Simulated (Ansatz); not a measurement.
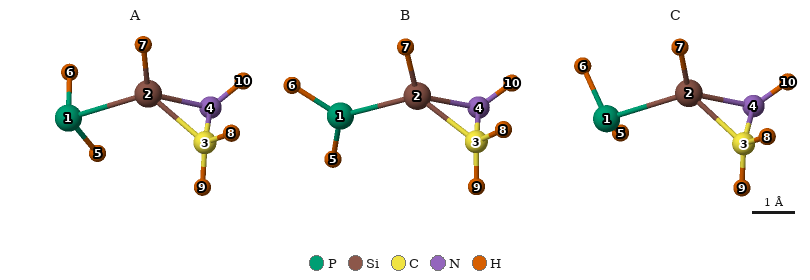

3 geometries from a converged minimum-energy path of CH6NPSi, shuffled. A ball-and-stick model, seen at a tilt.

These are results of RKS revPBE-D4/def2-SVP in Ansatz, not measurements. Settings: 9 movable images; climbing image; force threshold 0.05 eV/Å; iteration limit 50; starting path through a guess of the saddle point.

Which of them lies highest in energy?

Answer. B. In order along the path, whose images run from 0 to 10: A (image 0, 0.0 kJ/mol), C (image 3, +12.2 kJ/mol), B (image 5, +97.3 kJ/mol). The motion is an umbrella inversion at P1. No bond forms or breaks between the ends. Among the angles between lasting bonds that change up to the highest image: Si2–P1–H5 90.6° → 125.0°, Si2–P1–H6 93.4° → 122.2°.

The run took 17 min on 1 thread of Arm Neoverse V1 (shared host), peak memory 0.13 GiB.
